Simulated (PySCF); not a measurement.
C2H3F5OSi (SMILES O[SiH2]C(F)(F)C(F)(F)F)

Input

```
{"job": {"kind": "uv", "xc": "B3LYP", "basis": "def2-SVPD", "nstates": 8, "ntriplets": 3}, "charge": 0, "multiplicity": 1}
O      1.868972     0.226671     0.937730
Si     1.195095    -0.875042    -0.014168
C     -0.483485    -0.165534    -0.721701
F     -1.284303    -1.150872    -1.208996
F     -0.249011     0.675394    -1.773744
C     -1.278797     0.620261     0.317647
F     -0.587597     1.710417     0.691841
F     -2.476703     1.034659    -0.086893
F     -1.461453    -0.116533     1.420518
H      1.975813     1.162913     0.777262
H      0.841203    -1.968744     0.867437
H      1.941464    -1.154276    -1.232961
```

Command:

```sh
OMP_NUM_THREADS=1 python probes_run.py task.json out
```

Geometry: GFN2-xTB.

Theory: B3LYP/def2-SVPD, SCF density, gas phase (PySCF 2.14.0).

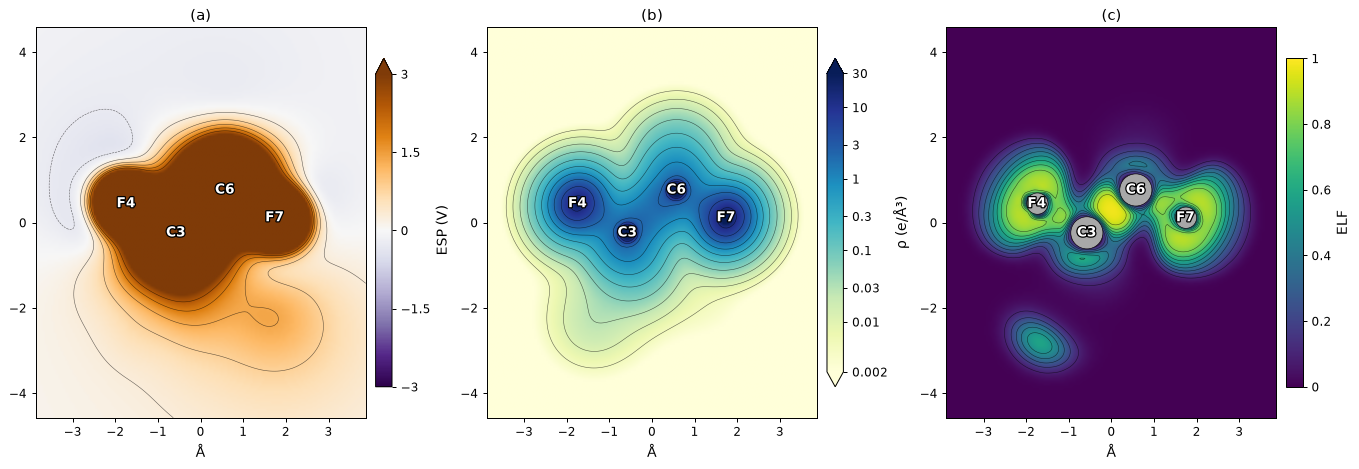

Figure 1. (a) electrostatic potential; (b) total electron density; (c) ELF on the plane of atoms C3, C6 and F7. Grey discs cover the atomic cores in the ELF map.

What does the map show?

Answer. The section cuts through C and F sites.
C–F (1.36 Å): ρ at the midpoint is about 2.2 e/Å³, with its minimum of 1.7 e/Å³ about 0.5 Å from C; the ELF peaks at about 0.85 between the atoms; a polar covalent bond.
C–C (1.53 Å): the density is about 1.9 e/Å³ at the midpoint; the ELF peaks at about 1 between the atoms (a shared electron pair).
The ELF also peaks beside F7 and F4, away from the bonds: lone-pair regions.
Outside the dense part of the molecule the potential is most negative (−0.4 V) near F4.

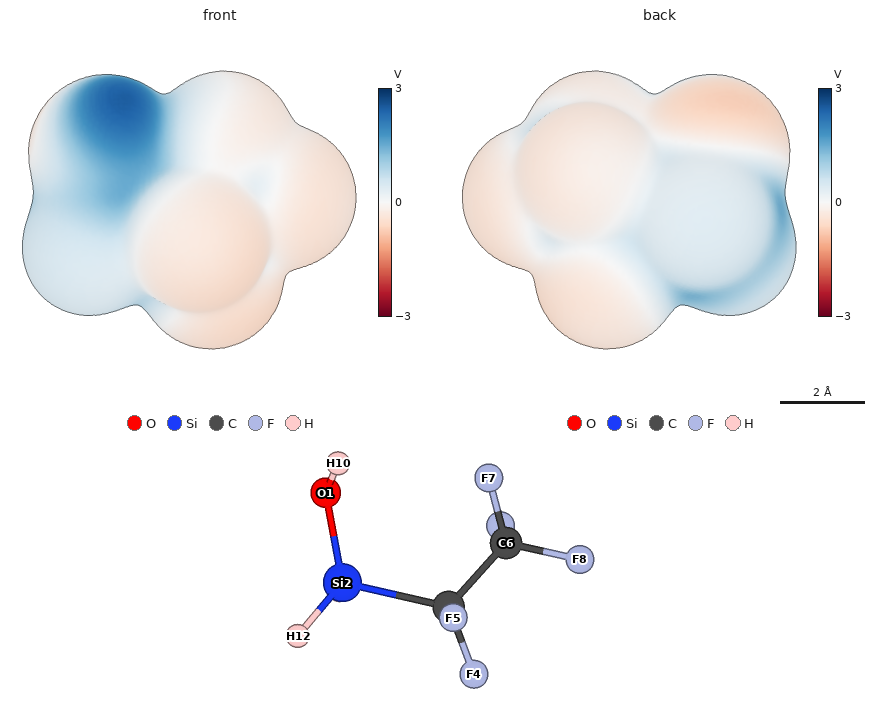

Figure 2. The electrostatic potential painted on the density surface at 0.001 e/bohr³, seen from the front and from behind; red is negative and blue positive. The bare structure is drawn below in the same view.

Where is the surface potential most negative and most positive?

Answer. The most negative region (about −0.7 V, or −16 kcal/mol for a unit charge) lies over O1, the most positive (about +2.4 V, or +55 kcal/mol for a unit charge) over H10.
